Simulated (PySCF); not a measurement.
**C₂H₉B₂FGe: electronic excitations**

What electronic excitations should C₂H₉B₂FGe (`CB(C)[B](F)[GeH3]`) show?

Computed with PySCF 2.14.0, with density-fitted response routines of our own, on a single molecule in the gas phase. Atoms are numbered from 0 throughout.

## Step 1: The molecule as given

15 atoms, charge 0, multiplicity 1; geometry from: GFN2-xTB.

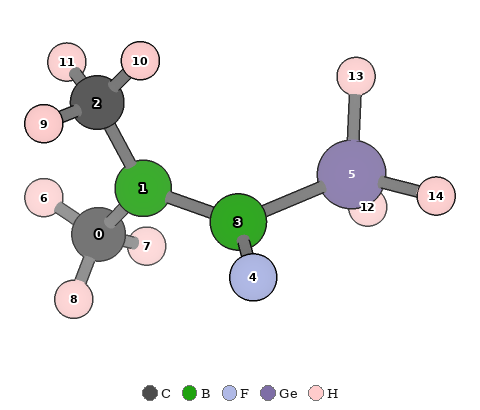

The starting geometry (carbon dark grey, boron green, fluorine light blue, germanium purple, hydrogen pink), atoms numbered; sticks join atoms by distance.

## Step 2: Excited states and response: CAM-B3LYP/def2-SVPD

The job: settings as JSON, then the geometry in Å.

```
{"job": {"kind": "uv", "xc": "CAM-B3LYP", "basis": "def2-SVPD", "nstates": 8, "ntriplets": 3}, "charge": 0, "multiplicity": 1}
C     -1.628702    -0.577179    -0.894639
B     -0.722008     0.082212     0.225931
C     -1.002331     1.597738     0.592378
B      0.550818    -0.719759     0.874612
F      0.586392    -1.428708     1.993915
Ge     2.354598    -0.650104    -0.106281
H     -2.291980     0.119702    -1.401406
H     -1.018477    -1.070093    -1.651663
H     -2.248057    -1.362748    -0.461296
H     -1.834212     1.621254     1.298279
H     -0.168132     2.104334     1.074678
H     -1.313172     2.193190    -0.263588
H      2.380055    -1.398161    -1.407864
H      2.820687     0.710935    -0.530605
H      3.530107    -1.214624     0.635637
```

With the program's defaults for keys left out, this is: TDDFT CAM-B3LYP/def2-SVPD, vertical, gas phase, core orbitals frozen in the response.

On the command line:

```
> OMP_NUM_THREADS=1 python probes_run.py task.json out
```

One launch serves the whole session: the jobs run in the order shown.

The log of the run:

```text
coarse grid: 55688 points
cycle   1  E = -2307.7120327786  dE = -1.655e-01  |g| = 6.217e-01  |ddm| = 5.192e+00
cycle   2  E = -2307.7038248988  dE =  8.208e-03  |g| = 7.173e-01  |ddm| = 1.653e+00
cycle   3  E = -2307.7821005530  dE = -7.828e-02  |g| = 8.107e-02  |ddm| = 7.651e-01
cycle   4  E = -2307.7831553759  dE = -1.055e-03  |g| = 3.298e-02  |ddm| = 1.470e-01
cycle   5  E = -2307.7833669739  dE = -2.116e-04  |g| = 3.859e-03  |ddm| = 5.968e-02
cycle   6  E = -2307.7833702446  dE = -3.271e-06  |g| = 1.520e-03  |ddm| = 1.205e-02
final grid: 117824 points
cycle   7  E = -2307.7834061414  dE = -4.760e-07  |g| = 1.384e-03  |ddm| = 6.676e-03
cycle   8  E = -2307.7834062409  dE = -9.943e-08  |g| = 1.335e-03  |ddm| = 3.494e-03
cycle   9  E = -2307.7834065265  dE = -2.856e-07  |g| = 7.393e-05  |ddm| = 1.601e-03
cycle  10  E = -2307.7834065325  dE = -6.041e-09  |g| = 5.065e-05  |ddm| = 4.119e-04
cycle  11  E = -2307.7834065341  dE = -1.565e-09  |g| = 6.595e-06  |ddm| = 2.299e-04
cycle  12  E = -2307.7834065341  dE = -4.320e-11  |g| = 2.926e-06  |ddm| = 3.475e-05
converged SCF energy = -2307.7834065341

Static polarisability (au): isotropic 85.377, principal 75.481 80.151 100.498

Singlet excitations
state   eV       nm        f      main configurations
  1   4.2577    291.2   0.00032   H->L+1 0.71, H->L 0.25
  2   4.6271    268.0   0.05567   H->L 0.69, H->L+1 0.25
  3   6.0546    204.8   0.00050   H-1->L 0.71, H-1->L+1 0.13, H-3->L 0.08
  4   6.8507    181.0   0.00845   H->L+2 0.82
  5   7.0656    175.5   0.07185   H-1->L+1 0.79, H-1->L 0.15
  6   7.1331    173.8   0.01598   H-2->L+1 0.74, H-2->L 0.16
  7   7.1903    172.4   0.01177   H-4->L 0.34, H-2->L 0.19, H->L+2 0.12
  8   7.4023    167.5   0.03557   H-3->L+1 0.44, H->L+3 0.17, H-3->L 0.14

Triplet excitations (Tamm-Dancoff, eV): 3.6308 3.9467 5.5798
```

It took 83 s on 1 thread of Arm Neoverse N1, shared host; peak memory 0.96 GiB.

The orbitals next to the gap, with their largest atomic shares:

```csv
orbital,eV,atoms
HOMO−3,-10.74,"Ge5 36 %, H12 21 %, H13 20 %"
HOMO−2,-10.66,"Ge5 41 %, H14 27 %, H13 12 %"
HOMO−1,-10.53,"C0 22 %, C2 22 %, B1 22 %"
HOMO,-8.70,"B3 28 %, Ge5 19 %, B1 18 %"
LUMO,-0.35,"B1 32 %, B3 20 %, Ge5 11 %"
LUMO+1,-0.29,"B3 34 %, Ge5 17 %, B1 14 %"
LUMO+2,0.84,"B1 24 %, Ge5 22 %, B3 13 %"
```

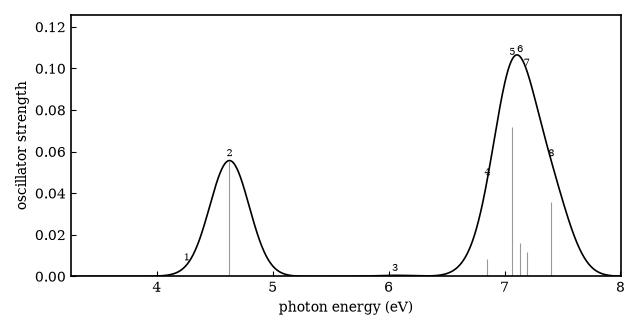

Absorption spectrum from the 8 singlet states computed; above the last one it falls off for lack of states. Lines are broadened to a width of 0.40 eV (Gaussian).

Further results of this job:

```csv
property,computed
dipole moment (D),1.69
polarisability (Å³),12.65
HOMO–LUMO gap (eV),8.35
−ε(HOMO) (eV),8.70
```

## Step 3: Summary of results

| quantity | value |
| --- | --- |
| lowest singlet (CAM-B3LYP/def2-SVPD) | 4.26 eV (291 nm), f = 0.000 |
| brightest single state of those computed | state 5, 7.07 eV, f = 0.072 |
| lowest triplet | 3.63 eV |

**Reading.** The first singlet state (HOMO→LUMO+1 0.71, HOMO→LUMO 0.25) lies at 4.26 eV and is dark; of the 8 states computed, the strongest absorption comes from state 5 at 7.07 eV (the last state computed is bright too, and its partners may lie past the list). The lowest triplet lies 0.63 eV below the lowest singlet (triplets in Tamm-Dancoff, singlets in full TDDFT).
